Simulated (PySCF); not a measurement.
## Electronic structure of C3H5NOSi (SMILES N#C/C=C/[SiH2]O) in real space

```xyz
11

N     3.7188    0.2894    0.0956
C     2.5888    0.1695    0.2559
C     1.1991    0.0289    0.4351
C     0.3419   -0.0109   -0.5884
Si   -1.5251   -0.2289   -0.4053
O    -1.9774   -0.1401    1.1508
H     0.8673   -0.0476    1.4636
H     0.7520    0.0645   -1.5878
H    -2.1629    0.8185   -1.2054
H    -1.9085   -1.5895   -0.7489
H    -1.8886    0.6489    1.6786
```

Geometry: GFN2-xTB.

Method: PySCF, PBE0/pcSseg-1, SCF density, gas phase, non-relativistic.

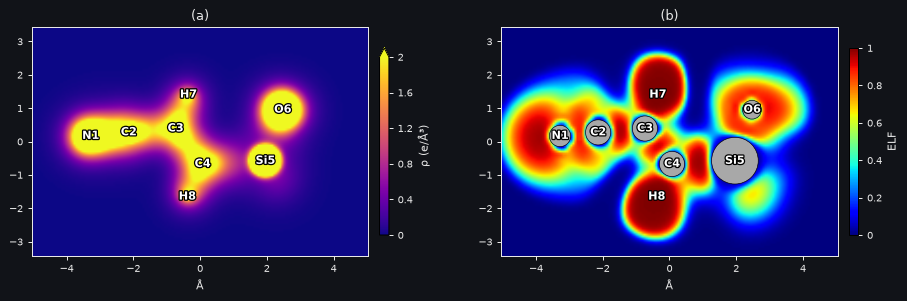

Figure 1. (a) electron density; (b) ELF on the plane of atoms C2, C3 and C4. Grey discs cover the atomic cores in the ELF map.

**Interpret the plot.**

The plane passes through N, C, Si, O and H nuclei. C–N (1.15 Å): ρ is about 3.6 e/Å³ halfway; the ELF peaks at about 0.85 between the atoms (a multiple bond). C–C (1.34 Å): ρ at the midpoint is about 2.3 e/Å³; the ELF peaks at about 0.90 between the atoms: a multiple bond. Si–O (1.62 Å): ρ at the midpoint is about 1.2 e/Å³; the ELF peaks at about 0.85 between the atoms: a polar covalent bond. C–Si (1.89 Å): ρ at the midpoint is about 0.94 e/Å³; the ELF peaks at about 1 between the atoms: a shared electron pair. C–C (1.41 Å): ρ at the midpoint is about 1.9 e/Å³; the ELF peaks at about 0.95 between the atoms: a covalent bond. The ELF also peaks beside N1 and O6, away from the bonds: lone-pair regions.

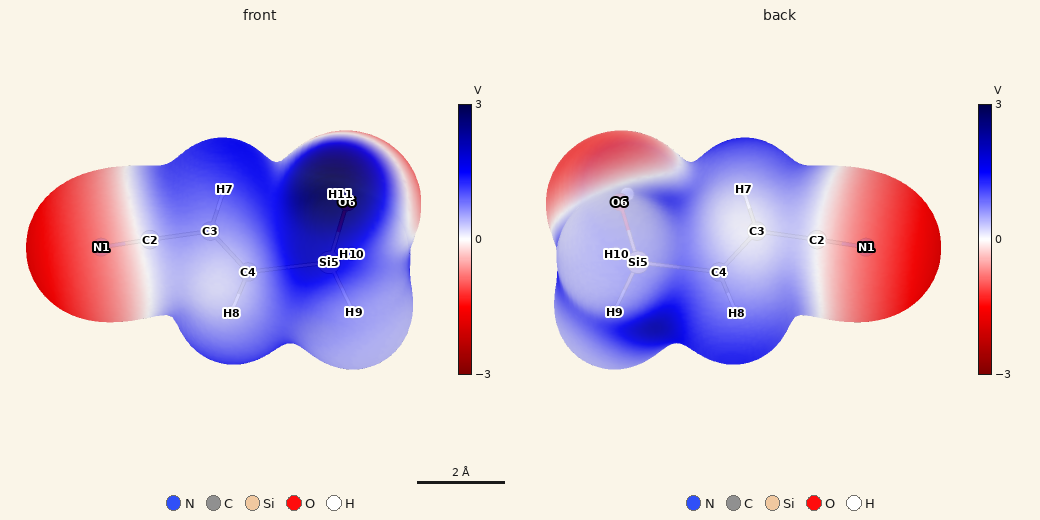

Figure 2. The molecular electrostatic potential painted on the density surface at 0.002 e/bohr³, seen from the front and from behind; the colour scale runs from red (negative) to blue (positive).

**Where is the surface potential most negative and most positive?**

The most negative region (about −1.8 V) lies over N1, the most positive (about +2.9 V) over H11. N1 is the likeliest acceptor of a hydrogen bond.

**What dipole moment does the calculation give?**

Its dipole moment is 3.69 D.
